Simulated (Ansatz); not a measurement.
```sh
ansatz run in.yaml --threads 2 --pin off --events-out ev --progress --plain --max-ram 32768MiB --backend cpu
```

```yaml
crystal:
  periodic: [false, false, false]
  atoms:
    - {symbol: O, position_ang: [-1.700657, -0.789102, -0.673381]}
    - {symbol: Mo, position_ang: [-0.303771, -0.070108, -0.157240]}
    - {symbol: O, position_ang: [0.458104, -1.538382, 0.712114]}
    - {symbol: O, position_ang: [0.961090, -0.072562, -1.526069]}
    - {symbol: O, position_ang: [-0.707486, 1.725039, -0.384066]}
    - {symbol: Cl, position_ang: [-0.257398, 0.705170, 2.123579]}
    - {symbol: H, position_ang: [0.867359, -1.469641, 1.579824]}
    - {symbol: H, position_ang: [1.228122, -0.890908, -1.956629]}
    - {symbol: H, position_ang: [-0.545372, 2.400495, 0.281858]}
basis:
  gaussian: {orbitals: def2-TZVPP}
hamiltonian: {xc: {name: B2PLYP}}
```

Work out the structure from the coordinates.

It has 9 atoms: 1 chlorine, 3 hydrogen, 1 molybdenum and 4 oxygen (ClH₃MoO₄). SMILES: `[O]=[Mo]([OH])([OH])([OH])[Cl]`. The point group is C1. Coordination, clear cases only: 3 O bent.

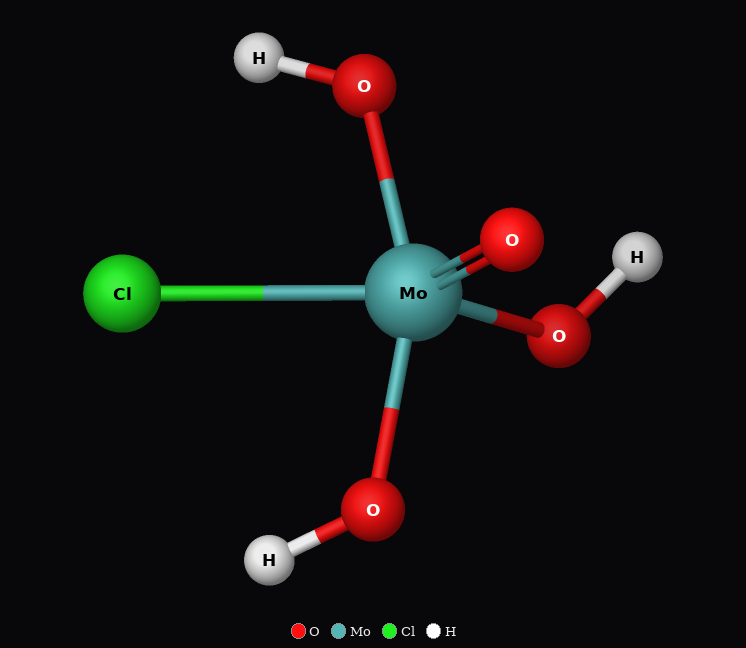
